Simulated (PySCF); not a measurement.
Run report: Ar¹⁵⁺, atomic calculation

System: Ar¹⁵⁺, configuration 1s2 2s1, multiplicity 2.
Method: unrestricted HF, def2-SVP, non-relativistic, point nucleus (PySCF).

**Input file**
```python
from pyscf import gto, scf, dft, mp, cc
import basis_set_exchange as bse
mol = gto.M(atom="Ar 0 0 0", charge=15, spin=1, symmetry="D2h",
            basis=gto.basis.parse(bse.get_basis("def2-SVP", elements=["Ar"], fmt="nwchem", header=False)))
mf = scf.UHF(mol)
mf.irrep_nelec = {'Ag': (2, 1)}
mf.kernel()
```

The script is an equivalent of what the driver set up; the driver started from orbitals of its own, so the log can be shorter than this script's would be, and it computed the properties (radii, ⟨L²⟩, response) afterwards. It held the occupations shell by shell, which the script's counts by irreducible representation don't always enforce.

Launched within a batch (the task file carries these settings):
```bash
OMP_NUM_THREADS=1 python <driver script> TASK.json OUT
```

**Output (extracts)**
```
damping factor = 0
level_shift factor = 0
DIIS = <class 'pyscf.scf.diis.CDIIS'>
diis_start_cycle = 1
diis_space = 10
diis_damp = 0
SCF conv_tol = 1e-09
SCF conv_tol_grad = None
number electrons alpha = 2  beta = 1
cycle= 1 E= -345.912908415415  delta_E= -9.09e-13  |g|= 2.13e-07  |ddm|= 7.79e-07
converged SCF energy = -345.912908415415  <S^2> = 0.75000004  2S+1 = 2
```

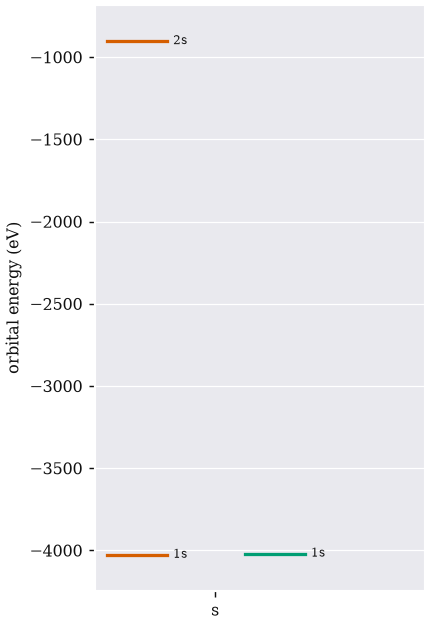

Figure 1. Orbital energies of the mean field, from the top down to −4027 eV, by angular momentum, α spin at the left of each column and β at the right; ×n counts the orbitals under one label. The highest filled orbital is 2s α at −902.6 eV, the lowest empty one s β at −840.4 eV.

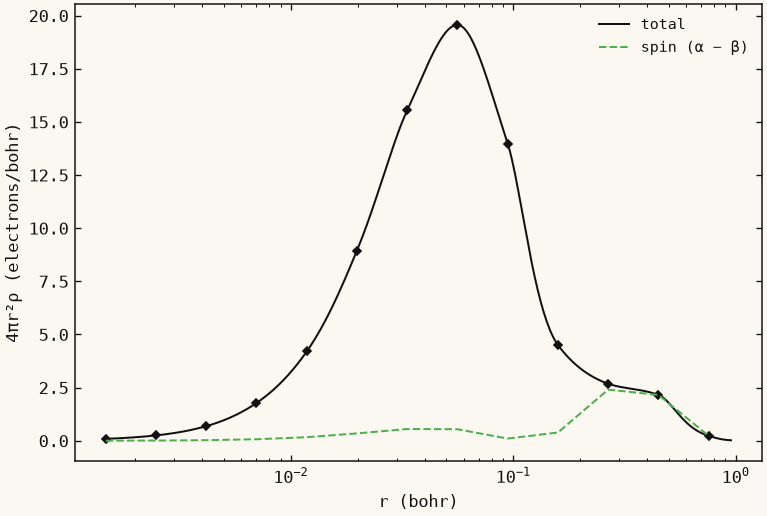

Figure 2. Spherically averaged radial density 4πr²ρ of the mean field and its spin part; markers are the stored points, which are sparse, and the line is a monotone interpolation between them. The largest stored value is 19.6 electrons/bohr at r = 0.056 bohr. Root-mean-square radii of the shells: 1s 0.0989, 2s 0.432 bohr.

**What the run reported**

- outcome: converged
- total energy: −345.912908 hartree
- kinetic energy: 336.305194 hartree
- −E/T (1 by the virial theorem at the basis-set limit): 1.0286
- ⟨S²⟩: 0.750
- SCF iterations: 1
- hardware: 1 thread of Intel Xeon @ 2.90GHz, 7 GiB of memory available, shared host

**What is odd here**

The input is odd on purpose: basis of the neutral atom used for a highly charged ion. The program ran to the end. Its numbers are those of this setting; this run alone doesn't show how far the oddity moves them.
